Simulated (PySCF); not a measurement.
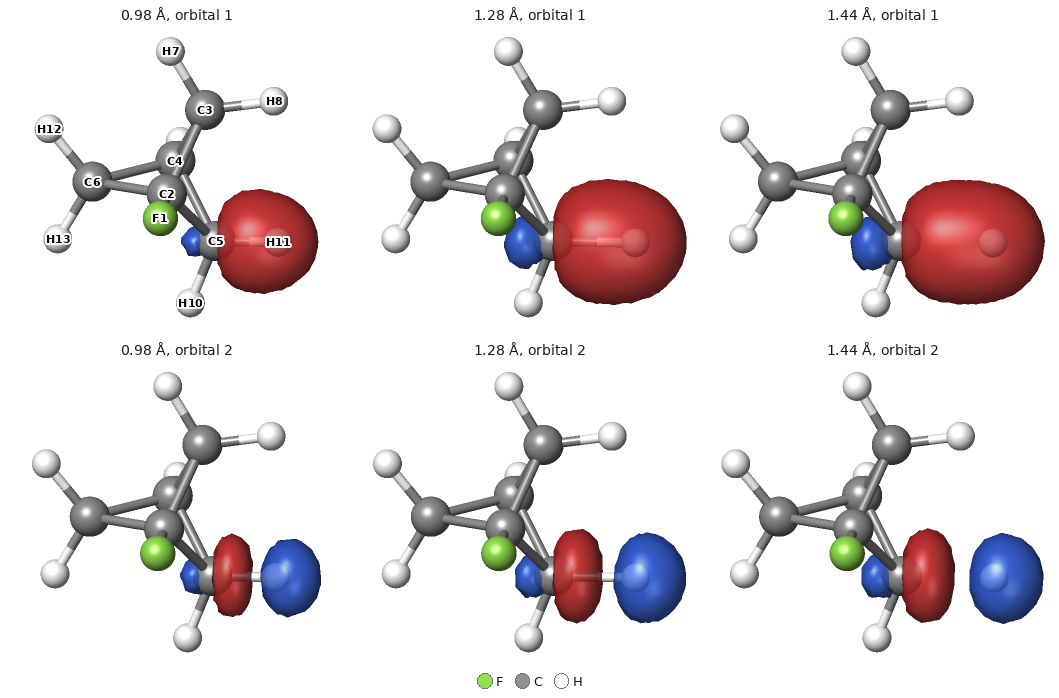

Figure. C5H7F, SMILES `FC12CC(C1)C2`. Rigid stretch of the C5–H11 bond. The two CASSCF(2,2) natural orbitals nearest half filling (orbital 1 the more occupied).

Level of theory: 6-31G* basis (PySCF), at a geometry from GFN2-xTB. No frequency check shows the geometry to be a minimum.

Coordinates in Å:

```
F1      -1.8683    0.0002   -0.0002
C2      -0.5076    0.0001    0.0001
C3       0.3977    0.2257    1.2131
C4       1.3237   -0.0001   -0.0000
C5       0.3976   -1.1635   -0.4109
C6       0.3981    0.9376   -0.8019
H7       0.3922    1.2201    1.6521
H8       0.3914   -0.5441    1.9806
H9       2.4048   -0.0002   -0.0001
H10      0.3918   -1.4432   -1.4613
H11      0.3920   -2.0408    0.2307
H12      0.3928    1.9870   -0.5191
H13      0.3926    0.8206   -1.8826
```

### How do the occupations change along the stretch?

0.98 Å: 1.99 and 0.01; 1.28 Å: 1.97 and 0.03; 1.44 Å: 1.95 and 0.05. At the longest distance computed (3.00 Å) they are 1.30 and 0.70, and the effective number of unpaired electrons is 1.7.

### Where does the UHF solution part from RHF?

Between 1.66 Å (⟨S²⟩ = 0, the two coincide) and 1.93 Å (⟨S²⟩ = 0.55); at 3.00 Å ⟨S²⟩ is 0.99 and UHF lies 3.5 eV below RHF.

### How much energy does the stretch cost?

By CASSCF, 4.4 eV from the lowest point of the scan (1.07 Å) to 3.00 Å; RHF gives 7.4 eV from its own lowest point. The fragments aren't relaxed and dynamic correlation is missing, so this isn't a bond dissociation energy.

The PySCF run took 9.7 min on 1 thread of Intel(R) Xeon(R) Processor @ 2.50GHz (Skylake/Cascade Lake), with other jobs on the host, peak memory 0.41 GiB.
